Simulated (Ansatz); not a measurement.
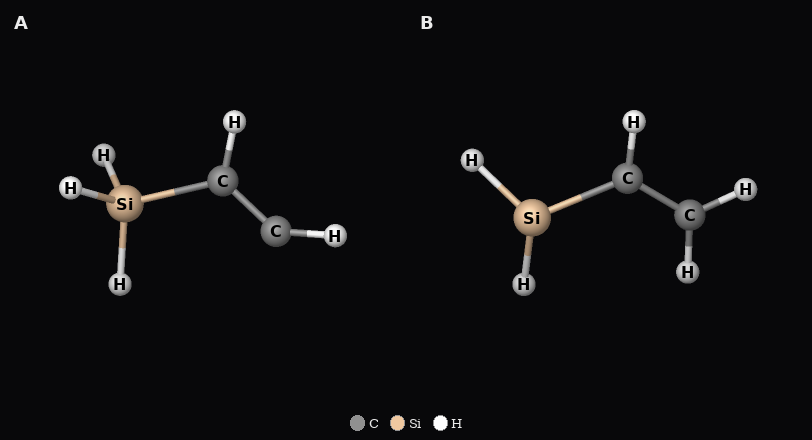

2 stationary structures of one formula. The species is neutral and a spin doublet. Geometries: PBE-D4/def2-SVP. Electronic energies: PBE-D4/def2-SVP (Ansatz 0.2.0), without zero-point energy. No frequency run is at hand to confirm each as a minimum.

**How are they related?**

They are constitutional isomers of C2H5Si: A `[H]/[C]=C/[SiH3]`, B `C=C[SiH2]`.

**Rank them by energy, lowest first.**

B is lowest (C1); A lies 101.4 kJ/mol above it.
